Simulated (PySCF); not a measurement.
**One shape, several levels: BH2Cl (SMILES BCl)**

Wanted: a comparison of 5 runs (HF/3-21G, B3LYP/6-31G*, PBE0/def2-SVP, BP86/6-311+G**, CCSD(T)/def2-TZVP) of BH2Cl. The job is set up through a Python script.

Program for the calculation: PySCF 2.14.0.

### 1 The molecule

The species is BH2Cl (4 atoms), meant as a singlet with charge 0. As SMILES, `BCl`. The coordinates come from a PBE0-D4/def2-TZVP relaxation.

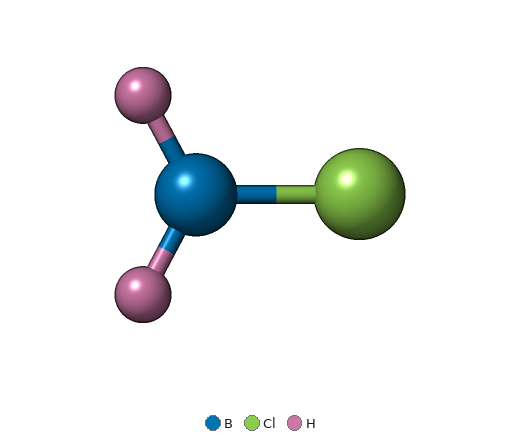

Viewed from a chosen angle; boron blue, chlorine green, hydrogen pink.

### 2 Energy and forces at HF/3-21G (run 1)

The input, calc.py:

```python
# BCl
from pyscf import gto, scf

mol = gto.Mole()
mol.atom = 'B -0.116700 0.021700 -0.075300; Cl 1.365000 -0.395300 0.721200; H -1.106200 -0.559500 0.240400; H -0.086600 0.872800 -0.906600'
mol.basis = '3-21g'
mol.spin = 0
mol.verbose = 4
mol.max_memory = 1860
mol.build()

calc0 = scf.RHF(mol)
calc0.conv_tol = 1e-10
calc0.kernel()
if not calc0.converged:
    calc0 = calc0.newton().run(calc0.mo_coeff, calc0.mo_occ)

e_tot = calc0.e_tot
print(f'total energy: {e_tot:.8f} hartree')
grad = calc0.nuc_grad_method().kernel()
dip = calc0.dip_moment()
pop, q = calc0.mulliken_pop()
```

Command:

```bash
$ OMP_NUM_THREADS=1 python calc.py
```

What it wrote:

```text
PySCF version 2.14.0

[... 56 lines left out ...]
converged SCF energy = -483.008932322048
total energy: -483.00893232 hartree
[... 10 lines left out ...]
Dipole moment(X, Y, Z, Debye): -1.38124,  0.38884, -0.74263
[... 31 lines left out ...]
charge of    3H =      0.00490
```

It took 0.7 s on 1 thread of Arm Neoverse V2, shared host; peak memory 0.12 GiB.

### 3 Energy and gradient at B3LYP/6-31G(d) (spherical functions) (run 2)

The input, geometry.xyz:

```xyz
4
BClH2
B     -0.116700     0.021700    -0.075300
Cl     1.365000    -0.395300     0.721200
H     -1.106200    -0.559500     0.240400
H     -0.086600     0.872800    -0.906600
```

The input, calc.py:

```python
from pyscf import gto, dft

mol = gto.M(
    atom='geometry.xyz',
    charge=0,
    spin=0,
    verbose=4,
    basis='6-31g*',
    max_memory=1860,
)

ks = dft.RKS(mol)
ks.xc = 'b3lyp'
ks.grids.level = 5
ks.conv_tol = 1e-10
ks.kernel()
if not ks.converged:
    ks = ks.newton().run(ks.mo_coeff, ks.mo_occ)

etot = ks.e_tot
print(f'total energy: {etot:.8f} hartree')
grad = ks.nuc_grad_method().kernel()
dip = ks.dip_moment()
pop, q = ks.mulliken_pop()
```

Command:

```bash
$ OMP_NUM_THREADS=1 python calc.py
```

What it wrote:

```text
PySCF version 2.14.0

[... 68 lines left out ...]
converged SCF energy = -486.265596306264
total energy: -486.26559631 hartree
[... 11 lines left out ...]
Dipole moment(X, Y, Z, Debye): -0.56338,  0.15865, -0.30297
[... 41 lines left out ...]
charge of    3H =      0.02157
```

Wall time 4.2 s (1 thread of Arm Neoverse V2, shared host); peak memory 0.41 GiB.

### 4 Energy and gradient at PBE0/def2-SVP (run 3)

The input, run.py:

```python
from pyscf import gto, dft

mol = gto.M(
    atom='''
B   -0.116700   0.021700  -0.075300
Cl   1.365000  -0.395300   0.721200
H   -1.106200  -0.559500   0.240400
H   -0.086600   0.872800  -0.906600
''',
    max_memory=1860,
    charge=0,
    verbose=3,
    basis='def2-svp',
)

mf = dft.RKS(mol, xc='pbe0')
mf.conv_tol = 1e-10
mf.grids.level = 5
mf.kernel()
if not mf.converged:
    mf = mf.newton().run(mf.mo_coeff, mf.mo_occ)

e_tot = mf.e_tot
print('Final energy', e_tot)
grad = mf.nuc_grad_method().kernel()
mf.analyze()
```

Command:

```bash
$ OMP_NUM_THREADS=1 python run.py
```

What it wrote:

```text
converged SCF energy = -485.908619564837
Final energy -485.9086195648373
--------------- RKS gradients ---------------
         x                y                z
0 B    -0.0028448911     0.0008397377    -0.0015697657
1 Cl    -0.0024401627     0.0006847445    -0.0013085853
2 H     0.0053432131     0.0030445976    -0.0016115218
3 H    -0.0000571169    -0.0045685038     0.0044901543
----------------------------------------------
**** MO energy ****
MO #1   energy= -101.691905584072  occ= 2
MO #2   energy= -9.54462394495933  occ= 2
MO #3   energy= -7.2827435177811   occ= 2
MO #4   energy= -7.27926191091691  occ= 2
MO #5   energy= -7.27592856108355  occ= 2
MO #6   energy= -6.84972783520445  occ= 2
MO #7   energy= -0.869969094527159 occ= 2
MO #8   energy= -0.532552532787881 occ= 2
MO #9   energy= -0.418890731534621 occ= 2
MO #10  energy= -0.412386353738201 occ= 2
MO #11  energy= -0.371110256604118 occ= 2
MO #12  energy= -0.313476503822926 occ= 2
MO #13  energy= -0.0611874408551731 occ= 0
MO #14  energy= 0.113612711268589  occ= 0
MO #15  energy= 0.149194878694141  occ= 0
MO #16  energy= 0.181015204126453  occ= 0
MO #17  energy= 0.191456866713141  occ= 0
MO #18  energy= 0.265920160369259  occ= 0
MO #19  energy= 0.271229488235408  occ= 0
MO #20  energy= 0.315861577195614  occ= 0
MO #21  energy= 0.588479005930032  occ= 0
MO #22  energy= 0.615906559041675  occ= 0
MO #23  energy= 0.661066687354505  occ= 0
MO #24  energy= 0.666835347282906  occ= 0
MO #25  energy= 0.750469724349236  occ= 0
MO #26  energy= 0.767003005708212  occ= 0
MO #27  energy= 0.789668755906239  occ= 0
MO #28  energy= 0.8463869385453    occ= 0
MO #29  energy= 0.908071964604353  occ= 0
MO #30  energy= 0.927450460079964  occ= 0
MO #31  energy= 1.04754248886171   occ= 0
MO #32  energy= 1.21603003310613   occ= 0
MO #33  energy= 1.2654585163474    occ= 0
MO #34  energy= 1.32373288687521   occ= 0
MO #35  energy= 1.32737094292453   occ= 0
MO #36  energy= 1.51911343583877   occ= 0
MO #37  energy= 1.71750491766404   occ= 0
MO #38  energy= 1.86762856677289   occ= 0
MO #39  energy= 1.87045485208842   occ= 0
MO #40  energy= 2.08939796394591   occ= 0
MO #41  energy= 2.57717099047503   occ= 0
MO #42  energy= 2.58527560123114   occ= 0
 ** Mulliken atomic charges  **
charge of    0B =     -0.00660
charge of    1Cl =     -0.02202
charge of    2H =      0.01430
charge of    3H =      0.01431
Dipole moment(X, Y, Z, Debye): -0.34658,  0.09764, -0.18643
```

It took 4.5 s on 1 thread of Arm Neoverse V2, shared host; peak memory 0.45 GiB.

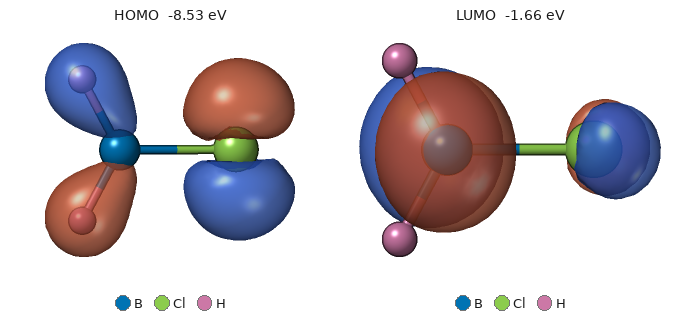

Frontier orbitals of this run, surfaces at ±0.2 Å^-3/2.

Run 4 isn't shown in full; the table further down has it.

### 5 A single-point energy at CCSD(T)/def2-TZVP (run 5)

The input, calc.py:

```python
from pyscf import gto, cc

mol = gto.M(
    atom='''
B     -0.220531     0.041007    -0.142296
Cl     2.579476    -0.747009     1.362870
H     -2.090415    -1.057302     0.454290
H     -0.163650     1.649353    -1.713226
''',
    spin=0,
    basis='def2-tzvp',
    max_memory=1860,
    charge=0,
    verbose=4,
    unit='bohr',
)

mf = mol.RHF()
mf.conv_tol = 1e-10
mf.kernel()
if not mf.converged:
    mf = mf.newton().run(mf.mo_coeff, mf.mo_occ)

mycc = cc.CCSD(mf, frozen=6)
mycc.kernel()
e_t = mycc.ccsd_t()
e_final = mycc.e_tot + e_t
print('E = %.10f Eh' % e_final)
mf.analyze()
```

Command:

```bash
$ OMP_NUM_THREADS=1 python calc.py
```

What it wrote:

```text
PySCF version 2.14.0

[... 58 lines left out ...]
converged SCF energy = -485.390007929557
[... 39 lines left out ...]
MO #3   energy= -8.03361149371677  occ= 2
[... 10 lines left out ...]
MO #14  energy= 0.137222802833602  occ= 0
[... 10 lines left out ...]
MO #25  energy= 0.539896740497072  occ= 0
[... 10 lines left out ...]
MO #36  energy= 0.98602226504525   occ= 0
[... 10 lines left out ...]
MO #47  energy= 1.96406017187358   occ= 0
[... 10 lines left out ...]
MO #58  energy= 2.37632734994284   occ= 0
[... 10 lines left out ...]
MO #69  energy= 3.08501553959321   occ= 0
[... 10 lines left out ...]
MO #80  energy= 25.6696531884054   occ= 0
[... 87 lines left out ...]
Dipole moment(X, Y, Z, Debye): -0.75241,  0.21186, -0.40459
```

Run time: 8.1 s. Hardware: 1 thread of Arm Neoverse V2, shared host; peak memory 0.3 GiB.

### 6 All runs side by side

```
run                               level  integration grid      task  energy (Eh)  dipole moment (D) of the reference  HOMO energy (eV)  LUMO energy (eV)  wall time
  1                            HF/3-21G                 –  gradient  -483.008932                                1.62            -12.07              1.84      0.7 s
  2  B3LYP/6-31G* (spherical functions)                 5  gradient  -486.265596                                0.66             -8.31             -1.76      4.2 s
  3                       PBE0/def2-SVP                 5  gradient  -485.908620                                0.41             -8.53             -1.66      4.5 s
  4                      BP86/6-311+G**                 5  gradient  -486.321255                                0.53             -7.41             -2.92      7.2 s
  5                   CCSD(T)/def2-TZVP                 –    energy  -485.720320                                0.88            -11.96              1.71      8.1 s
```

### 7 Outcome

```
                                          quantity          value
                               run 5: total energy  -485.72032 Eh
       run 5: dipole moment (Hartree–Fock density)         0.88 D
        run 5: HOMO energy (Hartree–Fock orbitals)      -11.96 eV
        run 5: LUMO energy (Hartree–Fock orbitals)        1.71 eV
      run 5: HOMO–LUMO gap (Hartree–Fock orbitals)       13.67 eV
run 5: correlation energy (6 core orbitals frozen)     -330.3 mEh
                             run 5: (T) correction     -12.18 mEh
                              run 5: T1 diagnostic          0.012
```

In words: Over runs 1, 2, 3, 4 the dipole moment (its size) runs from 0.41 D (PBE0/def2-SVP) to 1.62 D (HF/3-21G). The two ends differ in method and basis. Over runs 1, 2, 3, 4 the HOMO–LUMO gap runs from 4.49 eV (BP86/6-311+G**) to 13.91 eV (HF/3-21G). Totals of different functionals can't be ranked against each other. All runs together took 25 s, the longest 8.1 s.
